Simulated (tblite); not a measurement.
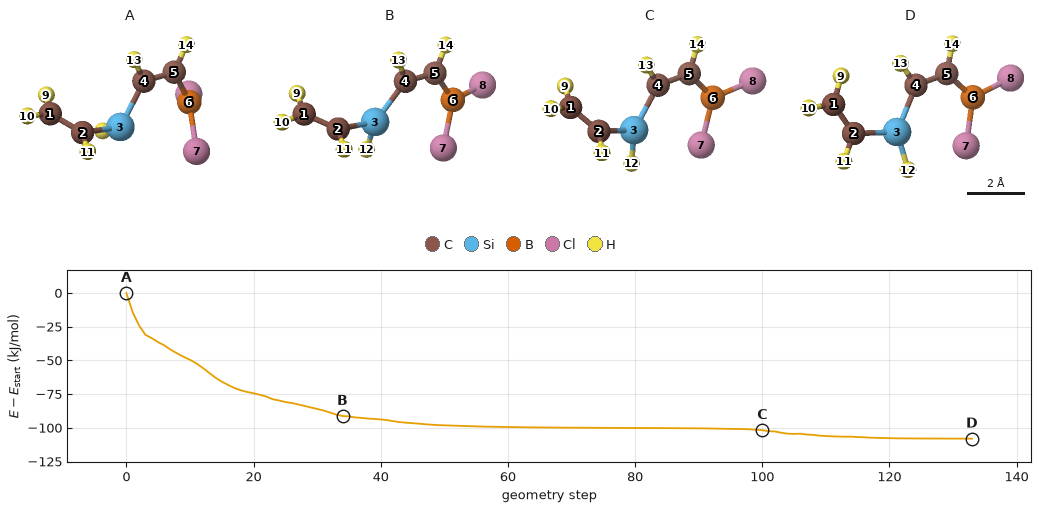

Frames of a relaxation of C4H6BCl2Si (multiplicity 2), marked on the history of the run. A ball-and-stick model, seen at a tilt.

Level of theory: GFN2-xTB geometry optimisation, gas phase in tblite. 

Q: What happens along the run?

A: H12 moves most after the best rigid fit: 1.94 Å. Largest moves by element: H 1.94 Å, Cl 1.76 Å, C 0.55 Å, B 0.28 Å, Si 0.22 Å. Some distances before and after: Si3–Cl7 3.026 → 3.182 Å, B6–Cl7 1.864 → 1.749 Å, B6–Cl8 1.830 → 1.743 Å, C5–B6 1.557 → 1.504 Å. Among the angles between lasting bonds that change: C4–Si3–H12 109.9° → 135.4°, C4–C5–B6 117.0° → 127.6°, Si3–C4–H13 121.6° → 113.7°. Groups turn about C5–B6 by about 55°. The energy falls by 108.0 kJ/mol in 133 geometry steps. The run took 1.1 s on 1 thread of Arm Neoverse V2 (shared host). From step 0 to 34: Cl8 moves most (1.29 Å), energy −91.2 kJ/mol. From step 34 to 100: Cl and H atoms move most (0.63 Å), energy −10.5 kJ/mol. From step 100 to 133: H11 moves most (1.04 Å), energy −6.30 kJ/mol.
